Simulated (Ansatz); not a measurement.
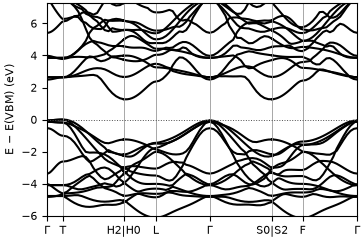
*Band structure from plane-wave PAW r²SCAN (Ansatz code)*

The gap is 1.26 eV; an edge lies off the plotted path or next to a special point (maximum at T, minimum off the standard path).

The material is HfIN in space group R-3m (No. 166; Hf on 6c, I on 6c, N on 6c).

The first step of the workflow began from a Materials Project structure, measured or hypothetical; the Crystallography Open Database copy checked does not list it. Its standing as an ambient phase is unchecked. The r²SCAN relaxation kept the symmetry of its start; whether a distortion lowers the energy is not shown. No spin polarisation was allowed. A crystal of weakly bound layers computed without a dispersion correction: the cell and the soft elastic constants depend strongly on that. Spin–orbit coupling is left out wherever it is not named.

Potentials: the later of the program's two PAW sets.
